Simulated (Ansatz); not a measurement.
**Geometry relaxation of CH4OSSi**

CH4OSSi, computed with RKS B3LYP/STO-3G (Ansatz 0.2.0).

It belongs to a series of runs on one base structure; here: end point B relaxed.

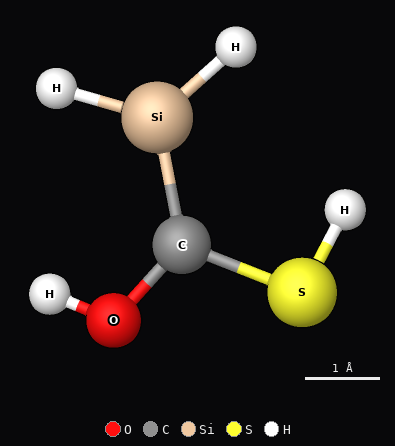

Figure 1. The starting structure (ball-and-stick view, seen on its broad side). Bond lengths as drawn: C–O 1.39 Å, C–S 1.78 Å, C–Si 1.77 Å, H–O 0.96 Å, H–S 1.33 Å and H–Si 1.44 to 1.45 Å.

**Input file**
```yaml
crystal:
  periodic: [false, false, false]
  atoms:
    - { symbol: O, position_ang: [-1.19391, 0.42943, -0.87246] }
    - { symbol: C, position_ang: [-0.22768, -0.2122, -0.1134] }
    - { symbol: Si, position_ang: [1.24481, 0.50401, 0.55519] }
    - { symbol: S, position_ang: [-0.6703, -1.91011, 0.15557] }
    - { symbol: H, position_ang: [-0.90216, 1.32027, -1.0842] }
    - { symbol: H, position_ang: [1.53831, 1.87525, 0.18154] }
    - { symbol: H, position_ang: [2.15804, -0.28993, 1.33622] }
    - { symbol: H, position_ang: [0.56373, -2.26765, 0.4956] }
basis:
  gaussian: { orbitals: STO-3G }
hamiltonian:
  xc: b3lyp
relax:
  f_tol: 0.015
  max_steps: 40
output:
  orbitals: {}
```

Hardware: 1 thread of Arm Neoverse N1, 24 GiB of memory available, shared host.

Launched with:
```bash
ansatz run input.yaml --threads 1 --pin off --max-ram 2048MiB --backend cpu --events-out ev --progress --plain --runs-dir out
```

**What the program printed**
```
The last accepted step is kept in [file] (removed where the run ends without a failure and the disk answers)
Engine: ansatz 0.2.0, aarch64-unknown-linux-gnu
Functional definition: B3LYP
  parameter a0 = 0.2
  parameter ax = 0.72
  parameter ac = 0.81
  exchange = (1 - a0 - ax)*slater_x + ax*b88_x + a0*exact_x
  correlation = (1 - ac)*vwn_rpa_c + ac*lyp_c
432 factors; integrals over basis functions are off by at most 8.3e-6 eV
mean field evaluation 1: about -21605.3860 eV, gradient 1.6e1 eV
mean field evaluation 2: about -21602.8216 eV, gradient 3.0e1 eV
mean field evaluation 4: about -21606.3536 eV, gradient 2.4e0 eV
mean field evaluation 8: about -21606.3480 eV, gradient 1.2e-1 eV
mean field -21606.34803639 eV, -794.0186450284 hartree, gradient 4.1e-5 eV, S^2 0.000000; 0 other end points of the search recorded, 0 dependent functions left out
the calculation of the forces begins
reference -21606.34820340 eV, -794.0186511660 hartree; 24, 24 occupied and 8, 8 virtual orbitals, 432 factors
relax step   1: F+E_penalty+E_count = -21606.34803639 eV  Δ(F+E_penalty+E_count) = +0.000e0 eV  max|allowed force component| = 3.279e0 eV/Å  Δτ_max = 0.0000 Å  (22 SCF iters, accepted)
these checks for a lower state are left out or cut short: starts, cluster_reference, orbital_swaps, neighbouring_geometries, increment
432 factors; integrals over basis functions are off by at most 1.0e-5 eV
mean field evaluation 16: about -21606.6762 eV, gradient 3.3e-1 eV
mean field -21606.65164030 eV, -794.0298022666 hartree, gradient 2.0e-5 eV, S^2 0.000000; 0 other end points of the search recorded, 0 dependent functions left out
the calculation of the forces begins
reference -21606.65180706 eV, -794.0298083949 hartree; 24, 24 occupied and 8, 8 virtual orbitals, 432 factors
relax step   2: F+E_penalty+E_count = -21606.65164030 eV  Δ(F+E_penalty+E_count) = -3.036e-1 eV  max|allowed force component| = 1.362e0 eV/Å  Δτ_max = 0.1517 Å  (27 SCF iters, accepted)
these checks for a lower state are left out or cut short: starts, cluster_reference, orbital_swaps, neighbouring_geometries, increment
432 factors; integrals over basis functions are off by at most 2.1e-5 eV
mean field -21606.83381744 eV, -794.0364971529 hartree, gradient 1.4e-5 eV, S^2 0.000000; 0 other end points of the search recorded, 0 dependent functions left out
the calculation of the forces begins
reference -21606.83398394 eV, -794.0365032718 hartree; 24, 24 occupied and 8, 8 virtual orbitals, 432 factors
relax step   3: F+E_penalty+E_count = -21606.83381744 eV  Δ(F+E_penalty+E_count) = -1.822e-1 eV  max|allowed force component| = 1.007e0 eV/Å  Δτ_max = 0.1943 Å  (34 SCF iters, accepted)
these checks for a lower state are left out or cut short: starts, cluster_reference, orbital_swaps, neighbouring_geometries, increment
433 factors; integrals over basis functions are off by at most 2.2e-5 eV
mean field evaluation 32: about -21606.9463 eV, gradient 2.2e-3 eV
mean field -21606.92034487 eV, -794.0396769775 hartree, gradient 1.5e-5 eV, S^2 0.000000; 0 other end points of the search recorded, 0 dependent functions left out
the calculation of the forces begins
reference -21606.92051134 eV, -794.0396830951 hartree; 24, 24 occupied and 8, 8 virtual orbitals, 433 factors
relax step   4: F+E_penalty+E_count = -21606.92034487 eV  Δ(F+E_penalty+E_count) = -8.653e-2 eV  max|allowed force component| = 2.124e0 eV/Å  Δτ_max = 0.1943 Å  (33 SCF iters, accepted)
these checks for a lower state are left out or cut short: starts, cluster_reference, orbital_swaps, neighbouring_geometries, increment
432 factors; integrals over basis functions are off by at most 3.6e-5 eV
mean field -21607.00232635 eV, -794.0426897411 hartree, gradient 2.0e-5 eV, S^2 0.000000; 0 other end points of the search recorded, 0 dependent functions left out
the calculation of the forces begins
reference -21607.00249267 eV, -794.0426958532 hartree; 24, 24 occupied and 8, 8 virtual orbitals, 432 factors
relax step   5: F+E_penalty+E_count = -21607.00232635 eV  Δ(F+E_penalty+E_count) = -8.198e-2 eV  max|allowed force component| = 7.223e-1 eV/Å  Δτ_max = 0.1068 Å  (26 SCF iters, accepted)
these checks for a lower state are left out or cut short: starts, cluster_reference, orbital_swaps, neighbouring_geometries, increment
433 factors; integrals over basis functions are off by at most 2.4e-5 eV
mean field -21607.03567238 eV, -794.0439151852 hartree, gradient 1.4e-5 eV, S^2 0.000000; 0 other end points of the search recorded, 0 dependent functions left out
the calculation of the forces begins
reference -21607.03583854 eV, -794.0439212913 hartree; 24, 24 occupied and 8, 8 virtual orbitals, 433 factors
relax step   6: F+E_penalty+E_count = -21607.03567238 eV  Δ(F+E_penalty+E_count) = -3.335e-2 eV  max|allowed force component| = 2.804e-1 eV/Å  Δτ_max = 0.0599 Å  (27 SCF iters, accepted)
these checks for a lower state are left out or cut short: starts, cluster_reference, orbital_swaps, neighbouring_geometries, increment
433 factors; integrals over basis functions are off by at most 2.6e-5 eV
mean field -21607.03438297 eV, -794.0438678001 hartree, gradient 1.4e-5 eV, S^2 0.000000; 0 other end points of the search recorded, 0 dependent functions left out
the calculation of the forces begins
reference -21607.03454866 eV, -794.0438738892 hartree; 24, 24 occupied and 8, 8 virtual orbitals, 433 factors
relax step   7: F+E_penalty+E_count = -21607.03438297 eV  Δ(F+E_penalty+E_count) = +1.289e-3 eV  max|allowed force component| = 2.594e-1 eV/Å  Δτ_max = 0.0421 Å  (27 SCF iters, rejected (line search))
these checks for a lower state are left out or cut short: starts, cluster_reference, orbital_swaps, neighbouring_geometries, increment
433 factors; integrals over basis functions are off by at most 2.5e-5 eV
mean field evaluation 64: about -21607.0409 eV, gradient 1.4e-5 eV
mean field -21607.04089116 eV, -794.0441069719 hartree, gradient 1.4e-5 eV, S^2 0.000000; 0 other end points of the search recorded, 0 dependent functions left out
the calculation of the forces begins
reference -21607.04105701 eV, -794.0441130667 hartree; 24, 24 occupied and 8, 8 virtual orbitals, 433 factors
relax step   8: F+E_penalty+E_count = -21607.04089116 eV  Δ(F+E_penalty+E_count) = -5.219e-3 eV  max|allowed force component| = 5.989e-2 eV/Å  Δτ_max = 0.0210 Å  (27 SCF iters, accepted)
these checks for a lower state are left out or cut short: starts, cluster_reference, orbital_swaps, neighbouring_geometries, increment
433 factors; integrals over basis functions are off by at most 2.6e-5 eV
mean field -21607.04136423 eV, -794.0441243567 hartree, gradient 1.4e-5 eV, S^2 0.000000; 0 other end points of the search recorded, 0 dependent functions left out
the calculation of the forces begins
reference -21607.04152993 eV, -794.0441304460 hartree; 24, 24 occupied and 8, 8 virtual orbitals, 433 factors
relax step   9: F+E_penalty+E_count = -21607.04136423 eV  Δ(F+E_penalty+E_count) = -4.731e-4 eV  max|allowed force component| = 2.075e-2 eV/Å  Δτ_max = 0.0129 Å  (29 SCF iters, accepted)
these checks for a lower state are left out or cut short: starts, cluster_reference, orbital_swaps, neighbouring_geometries, increment
433 factors; integrals over basis functions are off by at most 2.6e-5 eV
mean field -21607.04141012 eV, -794.0441260433 hartree, gradient 2.2e-5 eV, S^2 0.000000; 0 other end points of the search recorded, 0 dependent functions left out
the calculation of the forces begins
reference -21607.04157584 eV, -794.0441321332 hartree; 24, 24 occupied and 8, 8 virtual orbitals, 433 factors
relax step  10: F+E_penalty+E_count = -21607.04141012 eV  Δ(F+E_penalty+E_count) = -4.589e-5 eV  max|allowed force component| = 5.814e-3 eV/Å  Δτ_max = 0.0036 Å  (22 SCF iters, accepted)
```

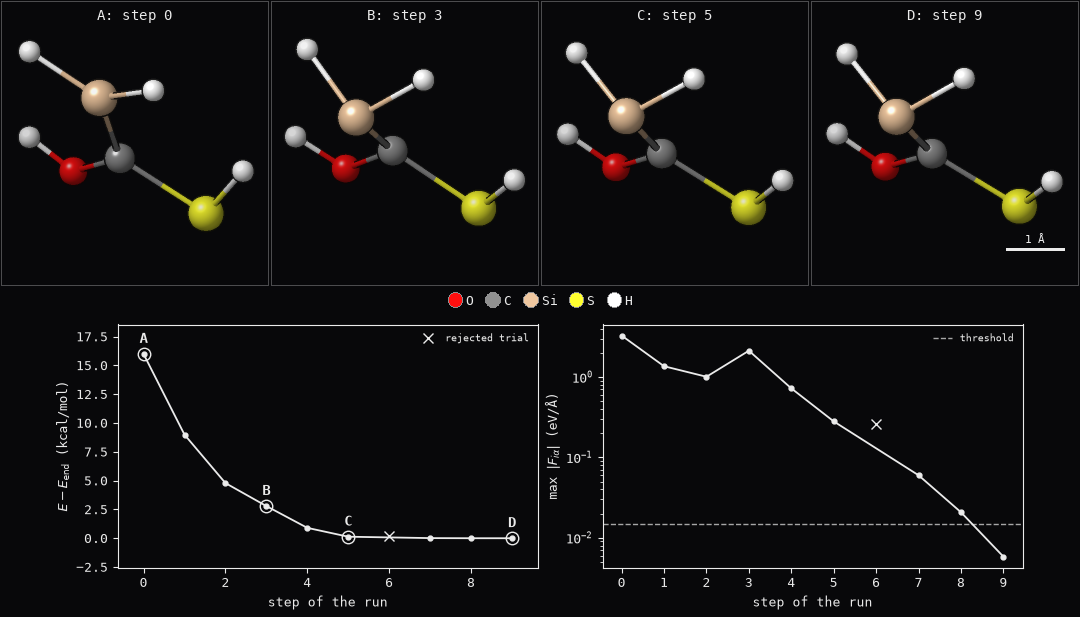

Figure 2. Frames of the relaxation (ball-and-stick view, seen at a tilt) above the curves, on which the letters mark them (the first geometry is step 0 here and step 1 in the log).

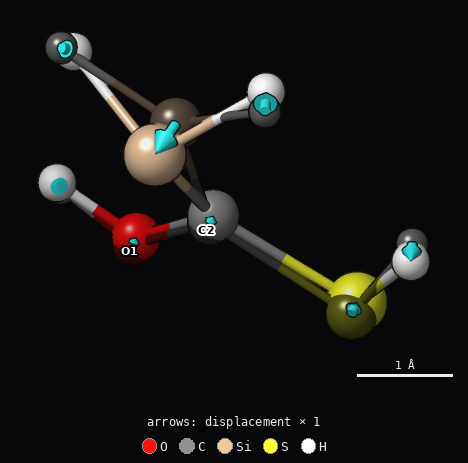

Figure 3. Start (faint) and end (solid) with the displacements as teal arrows, at true length (ball-and-stick view, seen at a tilt). The two geometries are laid on each other by the best rigid fit. Si3 moves most after the best rigid fit: 0.46 Å. Largest moves by element: Si 0.46 Å, H 0.37 Å, S 0.18 Å, C 0.10 Å, O 0.08 Å. Among the contacts that change: O1–H5 0.961 → 1.027 Å, C2–Si3 1.769 → 1.805 Å, S4–H8 1.329 → 1.363 Å, O1–C2 1.386 → 1.407 Å. Among the angles that change: C2–Si3–H7 120.6° → 102.7°, H6–Si3–H7 122.2° → 104.8°, C2–Si3–H6 117.0° → 100.7°. The energy falls by 16.0 kcal/mol in 9 geometry steps. Largest force component: 3.3 eV/Å at the start, 0.0058 eV/Å at the end. The line search rejected the trial step at point 6 (counted from 0) and went back. (Atoms are counted from 1 in the order of the input.)

```
433 factors; integrals over basis functions are off by at most 2.6e-5 eV
mean field -21607.04141012 eV, -794.0441260433 hartree, gradient 2.2e-5 eV, S^2 0.000000; 1 other end points of the search recorded, 0 dependent functions left out
the calculation of the forces begins
reference -21607.04157584 eV, -794.0441321332 hartree; 24, 24 occupied and 8, 8 virtual orbitals, 433 factors
Total energy: -21607.04157584 eV, -794.0441321332 hartree
Atom 0 at    -1.112451     0.415201    -0.908752 Å, force    -0.000794    -0.000895     0.000947 eV/Å
Atom 1 at    -0.132454    -0.226843    -0.129695 Å, force     0.005814     0.005007     0.001025 eV/Å
Atom 2 at     1.032492     0.644893     0.937712 Å, force    -0.000450    -0.001751    -0.003402 eV/Å
Atom 3 at    -0.609674    -1.942404    -0.014192 Å, force    -0.001376    -0.005425     0.000244 eV/Å
Atom 4 at    -0.776642     1.383052    -0.975620 Å, force     0.001833     0.000283     0.000379 eV/Å
Atom 5 at     1.449798     1.729961     0.052928 Å, force    -0.002523     0.000991     0.001004 eV/Å
Atom 6 at     2.171908    -0.262783     0.977004 Å, force     0.000054     0.000492    -0.000208 eV/Å
Atom 7 at     0.487862    -2.292008     0.714675 Å, force    -0.002559     0.001299     0.000011 eV/Å
Dipole moment:    -0.050210    -0.001728    -0.023138 e Å
```

**Trajectory as extended XYZ (Å, eV, eV/Å), 10 frames, from step=1 to step=10**
```
8
Properties=species:S:1:pos:R:3:forces:R:3 step=1 energy=-21606.34804
O    -1.1939    0.4294   -0.8725   -2.7373  -3.1598  -0.1887
C    -0.2277   -0.2122   -0.1134    3.2792   1.0919   1.3102
Si    1.2448    0.5040    0.5552   -1.6307  -0.0782  -0.6361
S    -0.6703   -1.9101    0.1556   -1.5201  -0.5171  -0.3252
H    -0.9022    1.3203   -1.0842    1.5461   3.2727  -0.4230
H     1.5383    1.8753    0.1815    0.0895  -0.3413   0.0836
H     2.1580   -0.2899    1.3362   -0.0015   0.0407  -0.1686
H     0.5637   -2.2677    0.4956    0.9748  -0.3090   0.3477
8
Properties=species:S:1:pos:R:3:forces:R:3 step=2 energy=-21606.65164
O    -1.1795    0.4065   -0.9053   -0.9437   0.1028  -0.6213
C    -0.1588   -0.2414   -0.1860    1.3619   0.4537   0.8213
Si    1.1934    0.5425    0.5824   -0.7946  -0.2091   0.2881
S    -0.6739   -1.9401    0.0860    0.0927  -0.2396  -0.0175
H    -0.9017    1.3893   -0.9884    0.2755  -0.0678   0.1008
H     1.5371    1.8805    0.1714    0.1078  -0.1240  -0.1908
H     2.1712   -0.2715    1.2608    0.0888   0.0251  -0.2972
H     0.5230   -2.3168    0.6332   -0.1884   0.0590  -0.0835
8
Properties=species:S:1:pos:R:3:forces:R:3 step=3 energy=-21606.83382
O    -1.1644    0.3941   -0.9471    0.3219   0.7342   0.3057
C    -0.1559   -0.2262   -0.1419   -0.3969  -0.4455  -0.8014
Si    1.0896    0.5959    0.7377    0.7941   0.4146   1.0072
S    -0.6560   -1.9549    0.0330    0.6225   0.2072   0.2990
H    -0.8848    1.4021   -0.9697   -0.1289  -0.8621  -0.0389
H     1.5640    1.8330    0.1134   -0.2022  -0.4606  -0.0862
H     2.2055   -0.2686    1.1571   -0.5030   0.2678  -0.4026
H     0.5129   -2.3263    0.6716   -0.5076   0.1445  -0.2828
8
Properties=species:S:1:pos:R:3:forces:R:3 step=4 energy=-21606.92034
O    -1.1574    0.4004   -0.9199    1.1097   0.4064   0.3763
C    -0.0984   -0.2226   -0.1723   -1.9348  -0.6655  -0.7529
Si    0.9978    0.6446    0.9019    2.1238   0.5494   0.2184
S    -0.6346   -1.9381    0.0233    0.6067   0.2921   0.0330
H    -0.8436    1.3948   -0.9753   -0.2405  -0.6786  -0.0503
H     1.5505    1.7507    0.0660   -0.4960  -0.4587   0.3723
H     2.1864   -0.2570    1.0475   -0.8473   0.4339  -0.0108
H     0.5100   -2.3238    0.6829   -0.3216   0.1210  -0.1860
8
Properties=species:S:1:pos:R:3:forces:R:3 step=5 energy=-21607.00233
O    -1.1411    0.4204   -0.9010    0.7223   0.3337   0.3504
C    -0.1531   -0.2152   -0.0915   -0.3260  -0.1415  -0.5707
Si    1.0414    0.6536    0.9396    0.2161  -0.0511  -0.1518
S    -0.6279   -1.9515    0.0152    0.2644   0.4188   0.1231
H    -0.7591    1.3812   -1.0391   -0.2837  -0.6369   0.1886
H     1.4561    1.7688    0.0653   -0.0810  -0.3488   0.1801
H     2.1799   -0.2821    0.9918   -0.3045   0.3084  -0.0457
H     0.5147   -2.3262    0.6738   -0.2076   0.1174  -0.0739
8
Properties=species:S:1:pos:R:3:forces:R:3 step=6 energy=-21607.03567
O    -1.1207    0.4004   -0.9085    0.1488   0.1427   0.0917
C    -0.1279   -0.2200   -0.1222   -0.2804  -0.2555  -0.1886
Si    1.0405    0.6516    0.9320    0.0431   0.0406   0.0394
S    -0.6299   -1.9351    0.0019    0.1807   0.1288   0.0571
H    -0.7919    1.3694   -0.9905   -0.0349   0.0408  -0.0277
H     1.4731    1.7440    0.0615   -0.0230  -0.0629   0.0053
H     2.1741   -0.2629    0.9983   -0.0257   0.0277  -0.0155
H     0.4935   -2.2982    0.6815   -0.0087  -0.0621   0.0382
8
Properties=species:S:1:pos:R:3:forces:R:3 step=7 energy=-21607.03438 accepted=F
O    -1.1238    0.4293   -0.8933   -0.0082  -0.2339  -0.0338
C    -0.1362   -0.2245   -0.1289    0.1880   0.2438   0.1101
Si    1.0331    0.6471    0.9389   -0.0719  -0.0183  -0.0607
S    -0.5974   -1.9408   -0.0144   -0.2594  -0.1448  -0.1004
H    -0.7715    1.3880   -0.9967    0.0561  -0.0180   0.0960
H     1.4465    1.7305    0.0506    0.0187   0.0100   0.0129
H     2.1712   -0.2610    0.9803    0.0251  -0.0058  -0.0160
H     0.4889   -2.3195    0.7175    0.0517   0.1669  -0.0081
8
Properties=species:S:1:pos:R:3:forces:R:3 step=8 energy=-21607.04089
O    -1.1159    0.4117   -0.9060    0.0349   0.0460   0.0064
C    -0.1310   -0.2253   -0.1275   -0.0599  -0.0544  -0.0385
Si    1.0344    0.6494    0.9344   -0.0079   0.0000   0.0242
S    -0.6164   -1.9405   -0.0093    0.0567   0.0222   0.0253
H    -0.7807    1.3795   -0.9801   -0.0119  -0.0057  -0.0005
H     1.4594    1.7335    0.0529   -0.0093  -0.0031  -0.0112
H     2.1710   -0.2593    0.9873    0.0167  -0.0117  -0.0037
H     0.4901   -2.2999    0.7022   -0.0192   0.0067  -0.0021
8
Properties=species:S:1:pos:R:3:forces:R:3 step=9 energy=-21607.04136
O    -1.1133    0.4145   -0.9082   -0.0053   0.0103  -0.0082
C    -0.1325   -0.2266   -0.1296    0.0107   0.0157   0.0057
Si    1.0323    0.6462    0.9370    0.0026  -0.0096  -0.0005
S    -0.6098   -1.9416   -0.0130    0.0022  -0.0208   0.0049
H    -0.7777    1.3824   -0.9760   -0.0013  -0.0004  -0.0005
H     1.4527    1.7305    0.0525   -0.0046  -0.0059   0.0006
H     2.1693   -0.2644    0.9790    0.0028   0.0073  -0.0004
H     0.4899   -2.2922    0.7124   -0.0070   0.0034  -0.0015
8
Properties=species:S:1:pos:R:3:forces:R:3 step=10 energy=-21607.04141
O    -1.1125    0.4152   -0.9088   -0.0008  -0.0009   0.0009
C    -0.1325   -0.2268   -0.1297    0.0058   0.0050   0.0010
Si    1.0325    0.6449    0.9377   -0.0004  -0.0018  -0.0034
S    -0.6097   -1.9424   -0.0142   -0.0014  -0.0054   0.0002
H    -0.7766    1.3831   -0.9756    0.0018   0.0003   0.0004
H     1.4498    1.7300    0.0529   -0.0025   0.0010   0.0010
H     2.1719   -0.2628    0.9770    0.0001   0.0005  -0.0002
H     0.4879   -2.2920    0.7147   -0.0026   0.0013   0.0000
```

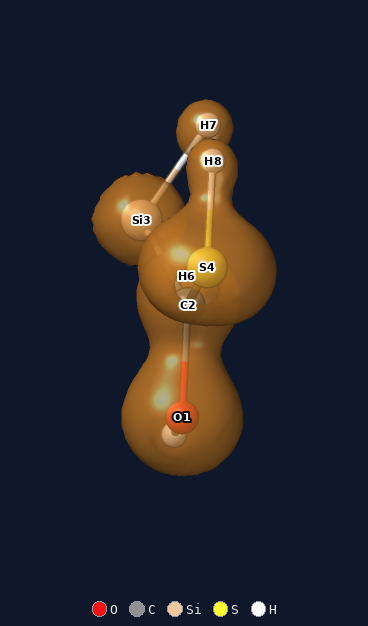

Figure 4. Isosurface of the total electron density at 1 e/Å³ (orange), seen at an oblique angle. At this value the surface falls into four separate pieces. It is pinched off along the C–Si (1.80 Å) contacts. On the grid the lowest density along these lines, outside the cores, is 1.6 e/Å³ (C–O, 1.41 Å), 1.1 e/Å³ (C–S, 1.78 Å), 0.72 e/Å³ (C–Si, 1.80 Å) and 2.1 e/Å³ (O–H, 1.03 Å).

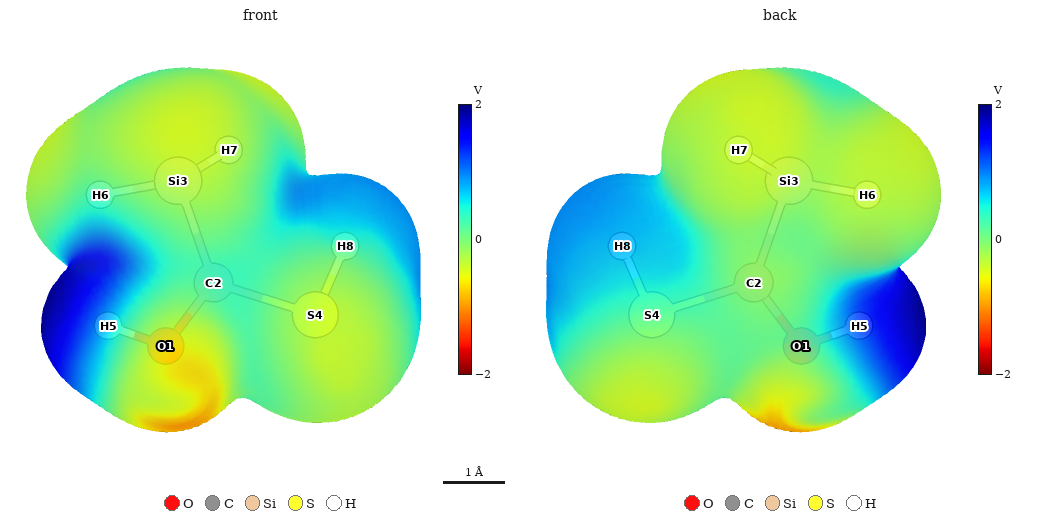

Figure 5. The molecular electrostatic potential painted on the density surface at 0.002 e/bohr³, seen at a tilt and from behind; the colour scale runs from red (negative) to blue (positive).

**Results in brief**

```tsv
quantity	value
outcome	converged
total energy	−21607.0416 eV
mean-field energy	−21607.0416 eV
largest force (length of the vector) at the end	0.008 eV/Å
wall time	34 s
peak memory	0.14 GiB
```
